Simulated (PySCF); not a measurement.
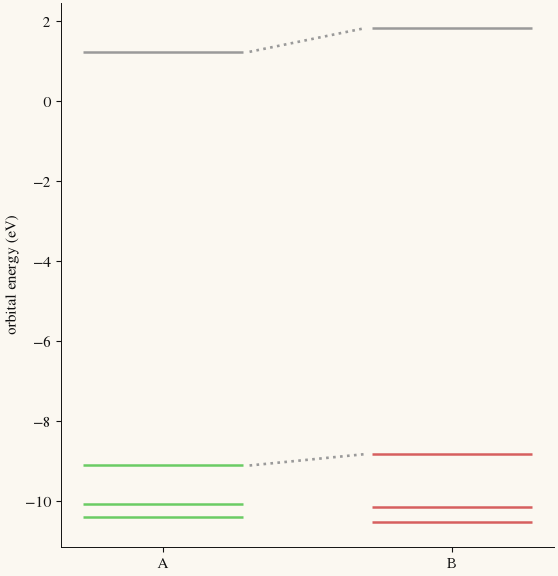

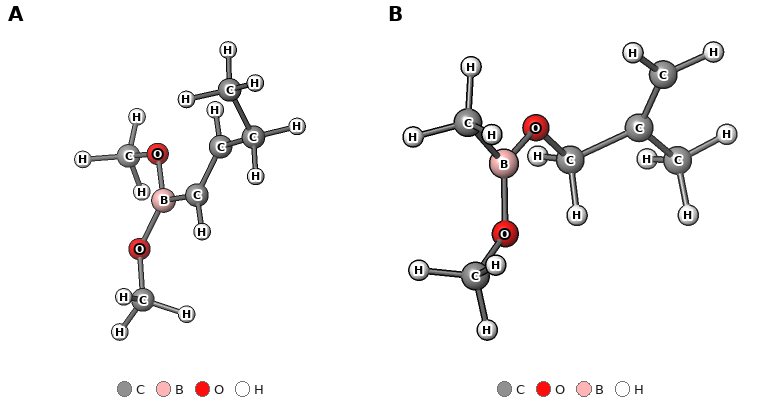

Related molecules: A is C₆H₁₃BO₂, SMILES CC/C=C/B(OC)OC; B is C₆H₁₃BO₂, SMILES C=C(C)COB(C)OC. Frontier orbital energies, ωB97X-D/def2-SVPD, PySCF 2.14.0, at a PBE0-D3(BJ)/def2-SVP geometry (no frequency check); drawn are at most three filled levels and, in grey, the LUMO with any level within 0.03 eV of it; dotted lines join the HOMOs and the LUMOs.

Q: What does the change do to the frontier levels?

A: From A to B the HOMO rises by 0.28 eV and the LUMO rises by 0.59 eV, so the separation goes from 10.34 to 10.65 eV.

Q: Does the ΔSCF ionisation energy follow the HOMO?

A: A: −ε(HOMO) 9.11, ΔSCF 9.22 eV; B: −ε(HOMO) 8.82, ΔSCF 9.04 eV.

Limits of at least one run: empty levels above zero depend strongly on the basis; one conformer of a flexible molecule.
